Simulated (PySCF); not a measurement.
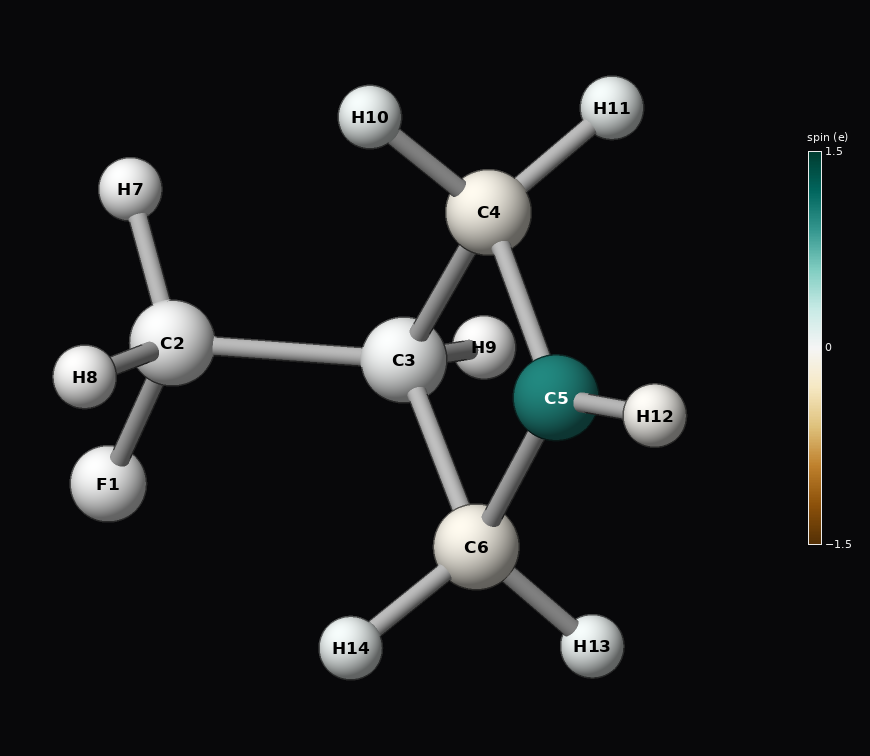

Atoms are coloured by their Mulliken spin populations. The species is neutral and a spin doublet. Computed geometry: GFN2-xTB optimisation. No frequency run is at hand to confirm it as a minimum. Level of theory: UKS B3LYP, pcH-1 on C F H, non-relativistic (PySCF 2.14.0).

Give the Mulliken spin populations atom by atom.

| atom | value (e) |
| --- | --- |
| F1 | 0.00 |
| C2 | 0.00 |
| C3 | 0.01 |
| C4 | −0.09 |
| C5 | 1.01 |
| C6 | −0.09 |
| H7 | 0.00 |
| H8 | 0.00 |
| H9 | 0.00 |
| H10 | 0.05 |
| H11 | 0.05 |
| H12 | −0.04 |
| H13 | 0.05 |
| H14 | 0.05 |

Mulliken values depend strongly on the basis set.
